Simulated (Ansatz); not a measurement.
# Al2: composite energy at a relaxed geometry from a Python script

Aim: a composite energy at a relaxed geometry, for Al2, run from a script.

All numbers are computed with Ansatz 0.2.0 through its Python package. The levels of theory stand in the script.

## Step 1: The structure

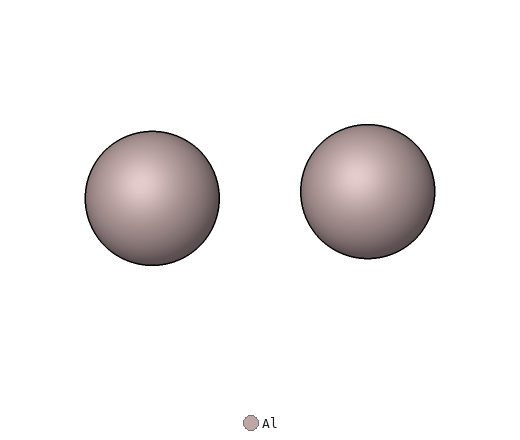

The starting structure, viewed from a chosen angle; aluminium light grey.

No structure file is read: the coordinates are typed or built in the script.

## Step 2: The code

Contents of run_composite.py:

```python
"""A composite energy for Al2: DFT geometry, MP2 basis limit, coupled-cluster correction."""

import itertools

import ansatz as az
from ase import Atoms
from ase.data import atomic_numbers, covalent_radii
import numpy as np

BASIS = "def2-SVP"
XC = "b3lyp"

atoms = Atoms(["Al", "Al"], positions=[
    [0.0, 0.0, 0.0],
    [0.0, 0.0, 2.39],
])
molecule = az.Crystal.molecule_from_ase(atoms)

job = (
    molecule.calculation()
    .basis(gaussian=BASIS)
    .functional(XC)
    .spin("collinear", total=2)
)
symbols = [site.symbol for site in molecule.cartesian_sites]
start = np.array([site.position_ang for site in molecule.cartesian_sites], dtype=float)
data = job.relax(force_tolerance=0.01, max_steps=100).run(threads=1).report
end = np.array(data["positions_ang"])
# pairs closer than 1.2 times the sum of covalent radii, before or after
radius = [covalent_radii[atomic_numbers[s]] for s in symbols]
span = lambda where, i, j: np.linalg.norm(where[i] - where[j])
bonded = [(i, j) for i, j in itertools.combinations(range(len(symbols)), 2) if min(span(start, i, j), span(end, i, j)) < 1.2 * (radius[i] + radius[j])]
print("pair        before    after (A)")
for i, j in bonded:
    print(f"{symbols[i]}{i}-{symbols[j]}{j}".ljust(10), f"{span(start, i, j):8.4f} {span(end, i, j):8.4f}")

minimum = az.Crystal.molecule()
for symbol, place in zip(symbols, end):
    minimum = minimum.atom(symbol, place.tolist())
at_minimum = minimum.calculation().spin("collinear", total=2)
# MP2 extrapolated to the basis limit, plus the small-basis difference CCSD(T) - MP2
level = lambda method, basis: at_minimum.basis(gaussian=basis).correlation(method).run(threads=1).report
small, large, cluster = level("mp2", "cc-pVDZ"), level("mp2", "cc-pVTZ"), level("ccsd_t", "cc-pVDZ")
corr = lambda each: (each["free_energy_ev"] - each["reference_energy_ev"]) / 27.211386246
mp2_limit = (27 * corr(large) - 8 * corr(small)) / 19
pieces = {"HF / cc-pVTZ": large["reference_energy_ev"] / 27.211386246, "MP2 correlation, DZ-TZ limit": mp2_limit, "CCSD(T) - MP2 / cc-pVDZ": corr(cluster) - corr(small)}
for name, value in pieces.items():
    print(f"{name:32s} {value:14.6f} Ha")
print(f"{'sum':32s} {sum(pieces.values()):14.6f} Ha")
print("T1 diagnostic", round(cluster["correlation"]["coupled_cluster"]["t1_diagnostic"], 4))
```

## Step 3: What the engine is handed

The package turns the script's settings into the engine's input (first run):

```yaml
crystal:
  periodic: [false, false, false]
  atoms:
    - { symbol: Al, position_ang: [0.0, 0.0, 0.0] }
    - { symbol: Al, position_ang: [0.0, 0.0, 2.39] }
basis:
  gaussian:
    orbitals: def2-SVP
hamiltonian:
  xc: b3lyp
magnetization:
  spin_polarized: true
  initial_magnetization: 2.0
relax:
  f_tol: 0.01
  max_steps: 100
```

## Step 4: Running it

Run with:

```console
$ python run_composite.py
```

Output:

```text
pair        before    after (A)
Al0-Al1      2.3900   2.7499
HF / cc-pVTZ                        -483.787393 Ha
MP2 correlation, DZ-TZ limit          -0.097060 Ha
CCSD(T) - MP2 / cc-pVDZ               -0.035041 Ha
sum                                 -483.919494 Ha
T1 diagnostic 0.0227
```

Wall time 18 s (1 thread of Intel Xeon 6975P-C (Granite Rapids), shared host); peak memory 0.19 GiB.

Lines on the test bed's own set-up are left out of the output.

A comment line of the script is reworded here; the code is as run.

## Step 5: The relaxation of run 0, step by step

Step by step:

| step | energy from step 1 (eV) | largest force component (eV/Å) |
| --- | --- | --- |
| 1 | 0.0000 | 0.7630 |
| 2 | -0.0380 | 0.3115 |
| 3 | -0.0578 | 0.5606 |
| 4 | -0.1293 | 0.5573 |
| 5 | -0.0772 | 0.5636 |
| 6 | -0.1626 | 0.0406 |
| 7 | -0.1628 | 0.0058 |

Step 1 is the start. Step 5 was tried and not accepted.

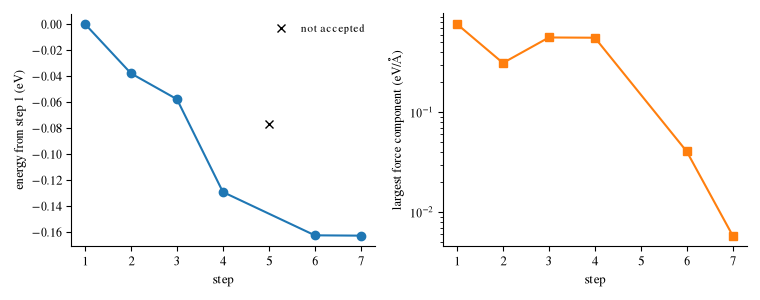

Energy and largest force along the relaxation.

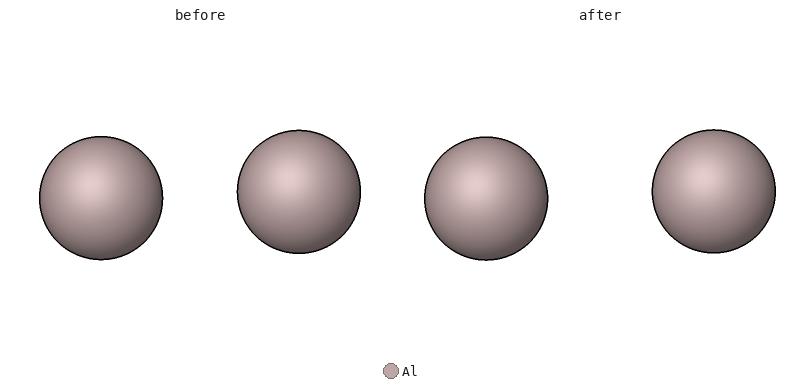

The structure before (left) and after (right) the relaxation, drawn at the same scale.

Before: Bond lengths: Al1–Al2 2.390 Å.

After: Bond lengths: Al1–Al2 2.750 Å.

Run 0 is this relaxation; the runs after it count from 1.

## Step 6: Run by run

From the records of these 3 runs:

```csv
run,basis,method,energy (eV),<S²>,iterations in all,CPU time (s)
1,cc-pVDZ,mp2,-13166.2832,2.04,147,0.69
2,cc-pVTZ,mp2,-13167.0082,2.04,167,2.9
3,cc-pVDZ,ccsd_t,-13167.2367,2.04,617,3
```

## Step 7: Summary of results

| quantity | value |
| --- | --- |
| T1 diagnostic | 0.0227 |
| composite energy | -483.919494 Ha |
| runs compared | 3 |

What this shows: In CPU time, run 3 cost about 4.4 times as much as run 1. A T1 diagnostic under about 0.02 supports a single-reference treatment; this one lies above (open shells tolerate somewhat more). Run 0: After 5 moves the largest shift is 0.180 Å. What to keep in mind:
- The sum leaves out core correlation, relativity, the Hartree-Fock basis error and zero-point energy; a DZ-TZ extrapolation is rough.
- The species is open-shell (spin multiplicity 3).
- b3lyp holds the VWN-RPA fit, as in Gaussian; the form of ORCA and Turbomole is b3lyp5.
- Inner cores stay frozen, so this is valence correlation.
- For Al to Cl the sets with a tight d function, cc-pV(X+d)Z, are usual.
- The spin state was assumed, and another may lie lower.
- An extrapolation from small basis sets is rough.
